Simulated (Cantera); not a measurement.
Charge: 1 mol B2O3, 1.3 mol N2, 0.35 mol O2, equilibrated at 45.0 Pa.

Method: chemical equilibrium by Gibbs-energy minimisation in Cantera with the NASA 1993 tables (ideal gas, pure condensed phases). Candidate condensed phases: B, BN, B2O3; 17 gas species. The numbers say what is thermodynamically allowed, not how fast it happens.

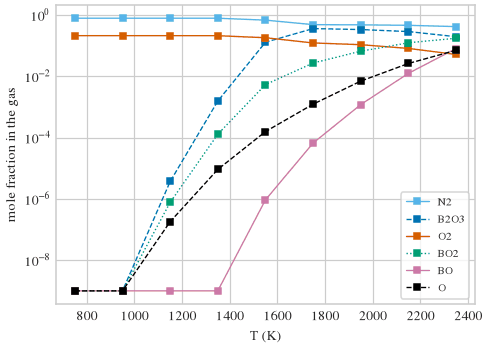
Figure: Equilibrium gas composition (values under 1e-9 drawn at 1e-9)

From 750 K to 1550 K the condensed part is B2O3(l). From 1750 K to 2350 K nothing is condensed.
